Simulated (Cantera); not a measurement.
Input: 1 mol SiO₂, 0.033 mol C, 0.075 mol N₂, held at 10.0 Torr.

Equilibrium computed with Cantera from the NASA thermochemical tables; the gas is ideal and each condensed phase is pure. Candidate condensed phases: C, Si, SiC, SiO₂, Si₂N₂O, Si₃N₄; 34 gas species. Mutual solubility and eutectic melting of coexisting phases are not modelled. The tables hold silica as quartz up to 1696 K and as liquid above; real silica turns to tridymite and cristobalite and melts near 1996 K. The numbers say what is thermodynamically allowed, not how fast it happens.

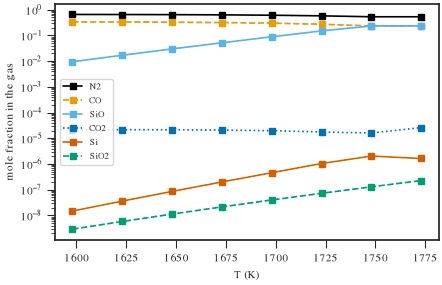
Figure: Equilibrium gas composition (values under 1e-9 drawn at 1e-9)

From 1598 K to 1673 K the condensed part is SiO₂(β-quartz) + Si₂N₂O(s). From 1698 K to 1723 K the condensed part is SiO₂(condensed) + Si₂N₂O(s). From 1748 K to 1773 K the condensed part is SiO₂(condensed). The main Si-bearing gas is SiO throughout.
